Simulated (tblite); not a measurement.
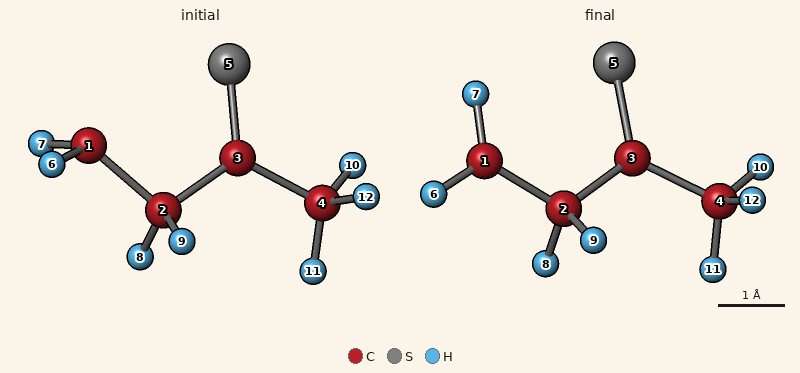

The structure of C4H7S (multiplicity 2) before (left) and after (right) a relaxation, at one scale.

The picture is a ball-and-stick view, seen at a tilt.

Level of theory: tblite 0.8.0, GFN2-xTB geometry optimisation, gas phase. 

Summarise the run.

Answer. After 106 geometry steps the energy has fallen by 1.377 eV. The largest move after the best rigid fit is that of H7, 1.12 Å. By element the largest moves are H 1.12 Å, S 0.70 Å, C 0.26 Å. Near-neighbour distances that change, for instance: C1–S5 2.687 → 3.061 Å, C3–S5 1.452 → 1.626 Å, C1–C2 1.535 → 1.467 Å, C1–H7 1.108 → 1.071 Å. Among the angles between lasting bonds that change: H6–C1–H7 107.2° → 119.6°, C1–C2–C3 106.6° → 116.9°, H8–C2–H9 113.5° → 104.1°.
